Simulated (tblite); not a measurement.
## Energy and gradient calculation, with input and output: C2H3NOSi

C2H3NOSi, multiplicity 3, SMILES N#C[SiH2]C=O, computed with GFN1-xTB, U-SCC (tblite 0.8.0).

The geometry is that of the parent species in another charge or spin state. The geometry comes from this level: GFN2-xTB.

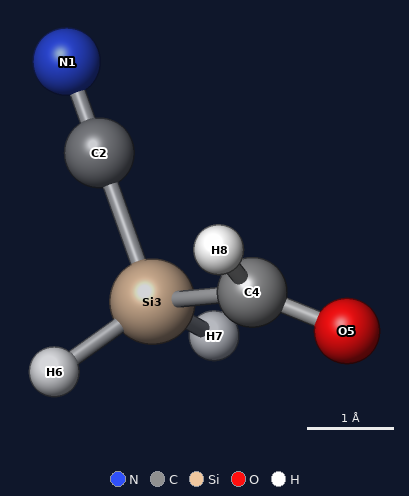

**Figure 1.** The structure as given in the input (ball-and-stick view, seen at a tilt; atoms are numbered from 1 in the order of the input). Bond lengths as drawn: C–H 1.11 Å, C–N 1.15 Å, C–O 1.20 Å, C–Si 1.87 to 1.92 Å and H–Si 1.46 Å.

Input file (run.py)
```python
import json
import numpy as np
from ase.io import read
from tblite.ase import TBLite
from ase.units import kJ, mol as mol_
from ase.units import Debye

atoms = read("geom.xyz")
start = atoms.get_positions()

atoms.calc = TBLite(
    method="GFN1-xTB",
    multiplicity=3,
    accuracy=0.1,
    spin_polarization=1.0,
)
print(f"Potential energy: {atoms.get_potential_energy() / (kJ / mol_):.6f} kJ/mol")
print(f"Dipole: {np.linalg.norm(atoms.get_dipole_moment()) / Debye:.4f} D")
print("Charges:", np.round(atoms.get_charges(), 4))
print("Forces (eV/angstrom):")
for a, F in zip(atoms, atoms.get_forces()):
    print(f"{a.symbol:<2} {F[0]:11.6f} {F[1]:11.6f} {F[2]:11.6f}")
json.dump(dict(energy=atoms.get_potential_energy(), forces=atoms.get_forces().tolist(), dipole=atoms.get_dipole_moment().tolist(), charges=atoms.get_charges().tolist(),
               symbols=atoms.get_chemical_symbols(), start=start.tolist(), final=atoms.positions.tolist()), open("results.json", "w"))
```

File geom.xyz
```
8

N     -1.618340    -1.453970     1.783830
C     -0.852400    -0.757080     1.293620
Si     0.399020     0.378190     0.498650
C      0.157160     0.086150    -1.388330
O      1.066670    -0.132910    -2.144340
H     -0.007570     1.747870     0.811940
H      1.736510    -0.006750     0.928760
H     -0.881050     0.138500    -1.784120
```

Run on 1 thread of Intel Xeon @ 2.50GHz (Skylake/Cascade Lake), 189 GiB of memory available, shared host.

Command:
```bash
python run.py
```

Log
```
------------------------------------------------------------
  cycle        total energy    energy error   density error
------------------------------------------------------------
      1     -15.11241816745  -1.5305438E+01   4.7558609E-01
      2     -15.36516078240  -2.5274261E-01   3.1764931E-01
      3     -15.40996613923  -4.4805357E-02   1.7100880E-01
      4     -15.41464487215  -4.6787329E-03   4.9725974E-02
      5     -15.41804056575  -3.3956936E-03   7.9283073E-03
      6     -15.41809469576  -5.4130002E-05   2.9330137E-03
      7     -15.41810003545  -5.3396939E-06   9.9548781E-04
      8     -15.41810034216  -3.0671396E-07   5.2121222E-04
      9     -15.41810058146  -2.3929861E-07   3.0257338E-04
     10     -15.41810065003  -6.8569392E-08   1.4835822E-04
     11     -15.41810063393   1.6101858E-08   1.7210907E-04
     12     -15.41810069636  -6.2432267E-08   5.5887919E-05
     13     -15.41810070432  -7.9620452E-09   4.5524254E-06
     14     -15.41810070433  -7.0023987E-12   2.7329683E-06
     15     -15.41810070434  -1.1567636E-11   9.7408550E-07
------------------------------------------------------------

 total:                                   0.059 sec
Potential energy: -40480.217830 kJ/mol
Dipole: 2.7489 D
Charges: [-0.2453  0.1145  0.3124  0.2164 -0.4122 -0.0485 -0.0269  0.0896]
Forces (eV/angstrom):
N    -1.366038   -1.247577    0.749061
C     1.555540    1.407549   -0.740179
Si   -0.515291   -0.246807   -0.474197
C    -3.305080    0.929555    2.792770
O     3.643876   -0.890728   -2.704960
H     0.144257   -0.076356    0.086146
H    -0.168697    0.111457   -0.188078
H     0.011433    0.012907    0.479437
```

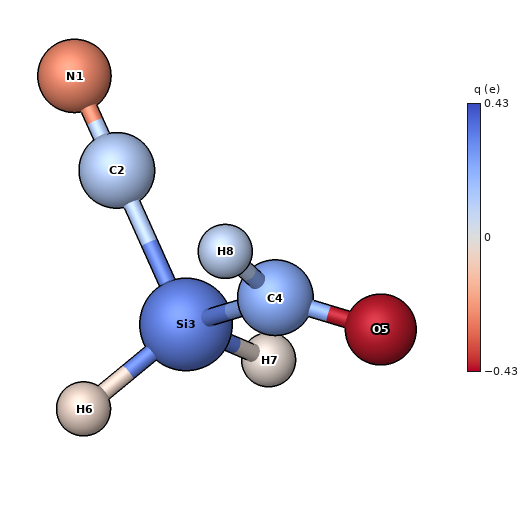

**Figure 2.** Mulliken charges, as the colour of each atom (ball-and-stick view, seen at a tilt; atoms are numbered from 1 in the order of the input). By element: N −0.25, C +0.11 to +0.22, Si +0.31, O −0.41 and H −0.05 to +0.09 e.

Key numbers

| quantity | value |
| --- | --- |
| outcome | converged |
| total energy | −15.418101 hartree |
| largest force | 4.625 eV/Å |
| dipole moment | 2.75 D |
| wall time | 4.2 s |
| peak memory | 0.087 GiB |
